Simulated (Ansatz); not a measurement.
# C2H4ClNOSi: reading failed and doubtful runs

Aim: try 3 inputs for C2H4ClNOSi as typed, read how each ends, and find what has to change.

Computed with Ansatz 0.2.0, Gaussian basis. Level: the settings change from run to run.

### Step 1. The relaxed structure

An earlier PBE0-D4 in a triple-zeta def2 set relaxation fixed the geometry.

SMILES `N=C1OC1([SiH3])Cl`, 10 atoms, charge 0, spin multiplicity 1.

Atoms are counted from 1 here; the program's logs count them from 0.

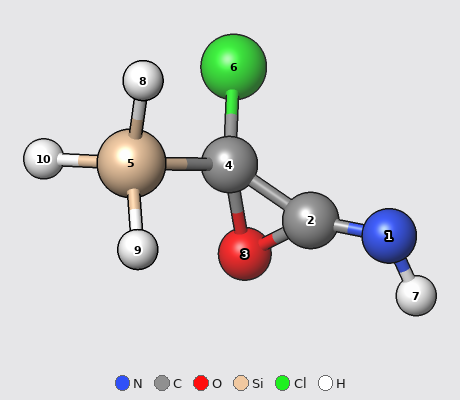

The geometry (nitrogen blue, carbon grey, oxygen red, silicon light orange, chlorine green, hydrogen white); atoms are numbered from 1 in the order of the file.

### Step 2. Attempt 1

File in.yaml:

```yaml
crystal:
  periodic: [false, false, false]
  atoms:
    - {symbol: N, position_ang: [-2.030730, -1.319300, 0.223980]}
    - {symbol: C, position_ang: [-1.076305, -0.621502, 0.533641]}
    - {symbol: O, position_ang: [-0.079427, -0.533366, 1.480317]}
    - {symbol: C, position_ang: [-0.239302, 0.472232, 0.377582]}
    - {symbol: Si, position_ang: [1.294149, 0.544364, -0.836587]}
    - {symbol: Cl, position_ang: [-0.730660, 2.053614, 0.800311]}
    - {symbol: H, position_ang: [-2.205722, -2.089390, 0.917200]}
    - {symbol: H, position_ang: [0.969715, 1.173020, -2.097627]}
    - {symbol: H, position_ang: [1.631893, -0.973705, -1.166839]}
    - {symbol: H, position_ang: [2.418054, 1.195754, -0.170642]}
basis:
  gaussian: {orbitals: "6-31++G**", final_grid: {core_spheres: 5, valence_spheres: 4, degree: 11}}
hamiltonian: {xc: {name: PBE1PBE}}
correlation: {electrons: all}
output: {forces: true}
```

The run is started by

```bash
$ ansatz run in.yaml --threads 4 --pin off --events-out ev --progress --plain --max-ram 10444MiB
```

Output:

```text
Error: YAML parse error: error: line 16 column 19: hamiltonian.xc: no functional is named "PBE1PBE"; the names, which are not case-sensitive, are SVWN5, SPW92, PBE, PBE0, PBEsol, revPBE, revPBE0, RPBE, rPW86-PBE, HSE06, wPBEh, LC-wPBE, HISS, HF, BLYP, B3LYP, B3LYP5, BHLYP, CAM-B3LYP, r2SCAN, r2SCANh, r2SCAN0, r2SCAN50, m-r2SCAN, B97, wB97, wB97X, wB97X-V, B97M-V, wB97M-V, B2PLYP, B2GP-PLYP, PBE0-DH, PBE-QIDH
  --> <input>:16:19
   |
14 | basis:
15 |   gaussian: {orbitals: "6-31++G**", final_grid: {core_spheres: 5, valence_spheres: …
16 | hamiltonian: {xc: {name: PBE1PBE}}
   |                   ^ hamiltonian.xc: no functional is named "PBE1PBE"; the names, which are not case-sensitive, are SVWN5, SPW92, PBE, PBE0, PBEsol, revPBE, revPBE0, RPBE, rPW86-PBE, HSE06, wPBEh, LC-wPBE, HISS, HF, BLYP, B3LYP, B3LYP5, BHLYP, CAM-B3LYP, r2SCAN, r2SCANh, r2SCAN0, r2SCAN50, m-r2SCAN, B97, wB97, wB97X, wB97X-V, B97M-V, wB97M-V, B2PLYP, B2GP-PLYP, PBE0-DH, PBE-QIDH
17 | correlation: {electrons: all}
18 | output: {forces: true}
   |
```

Wall time 0.05 s (4 threads of Intel Xeon 6975P-C, shared host).

What is wrong: The program refused the input. The method's name isn't one that the program takes here. Its coordinates are also moved off the relaxed structure (shortest distance 1.05 Å, against 1.02 Å), and have to be restored too. To mend it, name a functional that the program knows.

### Step 3. Attempt 2

File in.yaml:

```yaml
crystal:
  periodic: [false, false, false]
  atoms:
    - {symbol: N, position_ang: [-2.026055, -1.318422, 0.208872]}
    - {symbol: C, position_ang: [-1.048473, -0.629772, 0.538643]}
    - {symbol: O, position_ang: [-0.086859, -0.497033, 1.467826]}
    - {symbol: C, position_ang: [-0.160493, 0.475539, 0.338746]}
    - {symbol: Si, position_ang: [1.316944, 0.480175, -0.842916]}
    - {symbol: Cl, position_ang: [-0.718399, 2.068869, 0.794122]}
    - {symbol: H, position_ang: [-2.197021, -2.078798, 0.865053]}
    - {symbol: H, position_ang: [0.911268, 1.203582, -2.069285]}
    - {symbol: H, position_ang: [1.658751, -0.931260, -1.136034]}
    - {symbol: H, position_ang: [2.433437, 1.175920, -0.162127]}
basis:
  gaussian: {orbitals: cc-pVTZ-PP}
magnetization: {spin_polarized: true, initial_magnetization: 0}
hamiltonian: {xc: {name: CAM-B3LYP}, dispersion: d3bj}
output: {forces: true}
```

The command is unchanged.

Output:

```text
Functional definition: CAM-B3LYP
  name "CAM-B3LYP"
  cite "Yanai, Tew & Handy, Chem. Phys. Lett. 393, 51 (2004) doi:10.1016/j.cplett.2004.06.011"
  cite "Iikura, Tsuneda, Yanai & Hirao, J. Chem. Phys. 115, 3540 (2001) doi:10.1063/1.1383587"
  cite "Becke, Phys. Rev. A 38, 3098 (1988) doi:10.1103/PhysRevA.38.3098"
  cite "Lee, Yang & Parr, Phys. Rev. B 37, 785 (1988) doi:10.1103/PhysRevB.37.785"
  cite "Vosko, Wilk & Nusair, Can. J. Phys. 58, 1200 (1980) doi:10.1139/p80-159"
  parameter alpha = 0.19
  parameter beta = 0.46
  parameter omega = 0.33/bohr
  parameter ac = 0.81
  # Exact exchange under (alpha + beta erf(omega r))/r, Becke's under what is left of 1/r.
  exchange = (1 - alpha - beta)*b88_x + beta*b88_x_sr(omega) + alpha*exact_x + beta*exact_x_lr(omega)
  correlation = (1 - ac)*vwn5_c + ac*lyp_c
Error: <dir> the basis set cc-pVTZ-PP has no functions for N
```

Wall time 0.05 s (4 threads of Intel Xeon 6975P-C, shared host).

What is wrong: The program refused the input. The basis set is misnamed or doesn't suit the job. To mend it, name an orbital basis set that the library holds for every element here.

### Step 4. Attempt 3

File in.yaml:

```yaml
crystal:
  periodic: [false, false, false]
  atoms:
    - {symbol: N, position_ang: [-2.044892, -1.157798, 0.294884]}
    - {symbol: C, position_ang: [-0.995401, -0.698177, 0.540011]}
    - {symbol: O, position_ang: [-0.205413, -0.550267, 1.505102]}
    - {symbol: C, position_ang: [-0.299557, 0.491006, 0.331227]}
    - {symbol: Si, position_ang: [1.281112, 0.297866, -0.896454]}
    - {symbol: Cl, position_ang: [-0.810519, 1.964591, 0.818110]}
    - {symbol: H, position_ang: [-2.169138, -2.112499, 0.833773]}
    - {symbol: H, position_ang: [0.798796, 1.159390, -2.046030]}
    - {symbol: H, position_ang: [1.572187, -0.776924, -1.128499]}
    - {symbol: H, position_ang: [2.508121, 1.182978, -0.089124]}
basis:
  gaussian: {orbitals: def2-TZVPP, fitting: {mean_field: cc-pVTZ-jkfit}}
hamiltonian: {xc: {name: BLYP}}
scf: {lower_state_search: off}
relax: {f_tol: 0.001, max_steps: 3}
```

Same command.

Output:

```text
Functional definition: BLYP
  name "BLYP"
  cite "Becke, Phys. Rev. A 38, 3098 (1988) doi:10.1103/PhysRevA.38.3098"
  cite "Lee, Yang & Parr, Phys. Rev. B 37, 785 (1988) doi:10.1103/PhysRevB.37.785"
  parameter beta = 0.0042
  parameter a = 0.04918
  parameter b = 0.132
  parameter c = 0.2533
  parameter d = 0.349
  exchange = b88_x(beta = beta)
  correlation = lyp_c(a = a, b = b, c = c, d = d)
these checks for a lower state are left out or cut short: stability, starts, cluster_reference, orbital_swaps, neighbouring_geometries, increment
678 factors; integrals over basis functions are off by at most 1.4e0 eV
mean field evaluation 1: about -26057.9354 eV, gradient 8.2e1 eV
mean field evaluation 2: about -25928.8182 eV, gradient 2.0e2 eV
mean field evaluation 4: about -26069.9321 eV, gradient 3.3e1 eV
mean field evaluation 8: about -26072.1102 eV, gradient 6.9e-1 eV
mean field evaluation 16: about -26072.1113 eV, gradient 1.9e-4 eV
mean field -26072.11126740 eV, -958.1324167653 hartree, gradient 3.5e-6 eV, S^2 0.000000; 0 other end points of the search recorded, 0 dependent functions left out
the calculation of the forces begins
reference -26072.11165698 eV, -958.1324310820 hartree; 31, 31 occupied and 233, 233 virtual orbitals, 678 factors
relax step   1: F+E_penalty+E_count = -26072.11126740 eV  Δ(F+E_penalty+E_count) = +0.000e0 eV  max|allowed force component| = 1.580e1 eV/Å  Δτ_max = 0.0000 Å  (19 SCF iters, accepted)
these checks for a lower state are left out or cut short: stability, starts, cluster_reference, orbital_swaps, neighbouring_geometries, increment
678 factors; integrals over basis functions are off by at most 1.4e0 eV
mean field -26075.01689104 eV, -958.2391964646 hartree, gradient 2.3e-6 eV, S^2 0.000000; 0 other end points of the search recorded, 0 dependent functions left out
the calculation of the forces begins
reference -26075.01727875 eV, -958.2392107127 hartree; 31, 31 occupied and 233, 233 virtual orbitals, 678 factors
relax step   2: F+E_penalty+E_count = -26075.01689104 eV  Δ(F+E_penalty+E_count) = -2.906e0 eV  max|allowed force component| = 4.888e0 eV/Å  Δτ_max = 0.1921 Å  (27 SCF iters, accepted)
these checks for a lower state are left out or cut short: stability, starts, cluster_reference, orbital_swaps, neighbouring_geometries, increment
678 factors; integrals over basis functions are off by at most 1.4e0 eV
mean field evaluation 32: about -26075.6473 eV, gradient 1.5e-3 eV
mean field -26075.64702351 eV, -958.2623534056 hartree, gradient 1.9e-6 eV, S^2 0.000000; 0 other end points of the search recorded, 0 dependent functions left out
the calculation of the forces begins
reference -26075.64741340 eV, -958.2623677339 hartree; 31, 31 occupied and 233, 233 virtual orbitals, 678 factors
relax step   3: F+E_penalty+E_count = -26075.64702351 eV  Δ(F+E_penalty+E_count) = -6.301e-1 eV  max|allowed force component| = 1.213e0 eV/Å  Δτ_max = 0.1440 Å  (27 SCF iters, accepted)
Error: geometry relaxation did not converge after 3 steps: max|allowed force component| = 1.21e0 eV/Å (threshold 1.0e-3). Raise `relax.max_steps` over both its present limit and 3, loosen `relax.f_tol`, or start from a geometry closer to equilibrium. Where this run's directory can be resumed (`checkpoint.write`), a resume goes on for up to `relax.max_steps` more
```

Run time: 3.3 s. Hardware: 4 threads of Intel Xeon 6975P-C, shared host.

**Diagnosis.** The run did not converge. The relaxation is allowed too few steps for its threshold. The start was also shaken off the relaxed geometry, so there is far to go. Cure: raise relax.max_steps.

### Step 5. Summary

```
attempt                 level          ended                                                      cause    time
      1     PBE1PBE/6-31++G**        refused    the method's name isn't one that the program takes here  0.05 s
      2  CAM-B3LYP/cc-pVTZ-PP        refused          the basis set is misnamed or doesn't suit the job  0.05 s
      3       BLYP/def2-TZVPP  not converged  the relaxation is allowed too few steps for its threshold   3.3 s
```

2 refused, 1 not converged. A refusal costs next to no computing time.
